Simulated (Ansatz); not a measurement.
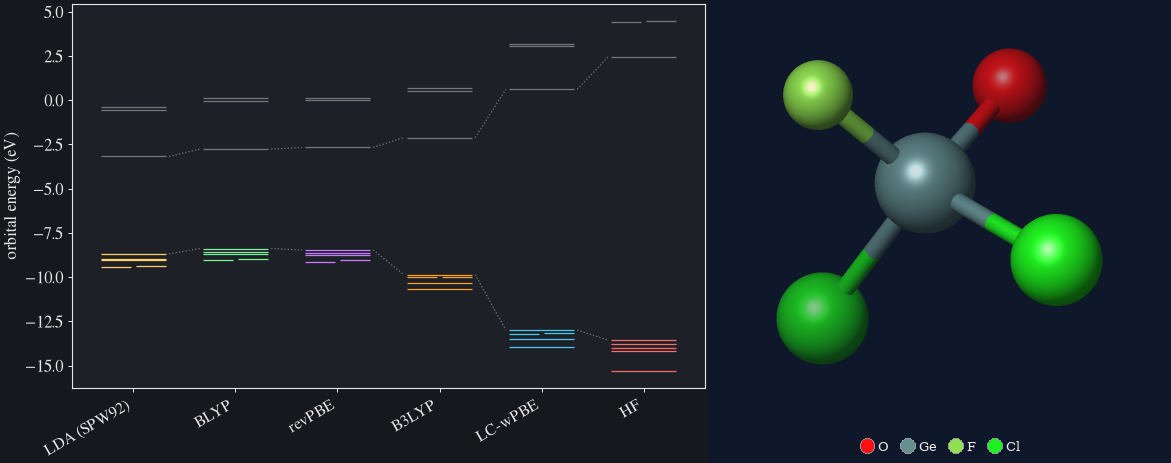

Frontier orbital energies (alpha spin) of GeOCl₂F, SMILES [O][Ge]([F])([Cl])[Cl], doublet at one geometry, def2-TZVPP, the Ansatz code, at a PBE0-D4/def2-TZVP geometry (a minimum by its frequencies). Empty levels are grey, levels within 0.1 eV stand side by side; all columns show the same few orbitals around the gap. Dotted lines join the HOMOs and the LUMOs. HOMO and LUMO mean the alpha set's.

Question: How do the frontier levels move from column to column?

Answer: The separation grows from 5.51 eV (LDA (SPW92)) to 16.00 eV (HF).

| level | HOMO (eV) | LUMO (eV) | separation (eV) |
| --- | --- | --- | --- |
| LDA (SPW92) | −8.69 | −3.18 | 5.51 |
| BLYP | −8.38 | −2.76 | 5.62 |
| revPBE | −8.46 | −2.67 | 5.80 |
| B3LYP | −9.86 | −2.11 | 7.75 |
| LC-wPBE | −12.99 | 0.62 | 13.61 |
| HF | −13.56 | 2.43 | 16.00 |

Caveats, for all or some of the runs: empty levels above zero depend strongly on the basis; no scalar relativity up to krypton.
